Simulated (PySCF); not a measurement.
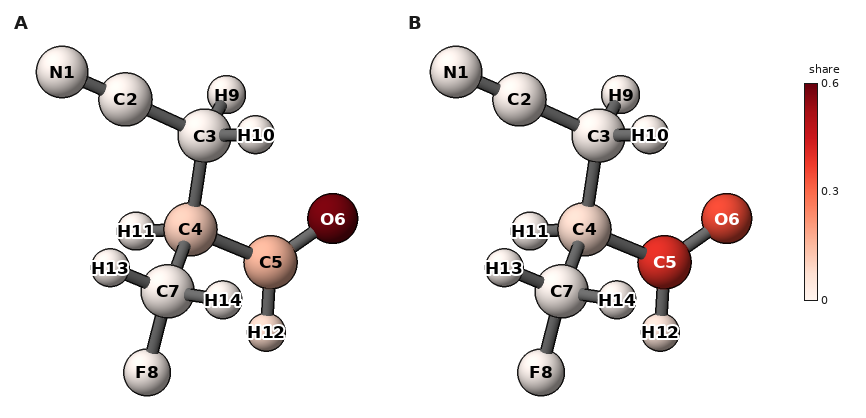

Each panel colours the atoms by their Löwdin share in one orbital (up to four of the largest shares; other atoms are shown as zero). The computed structure is the end point of a GFN2-xTB optimisation. No frequency run is at hand to confirm it as a minimum. Level of theory: B3LYP/def2-SVPD (PySCF 2.14.0).

The panels show the HOMO, LUMO, in some order. Which is which?

A: HOMO, −7.98 eV; O6 0.57, C5 0.15, C4 0.11, H12 0.08
B: LUMO, −1.87 eV; C5 0.39, O6 0.35, C4 0.08, H12 0.06
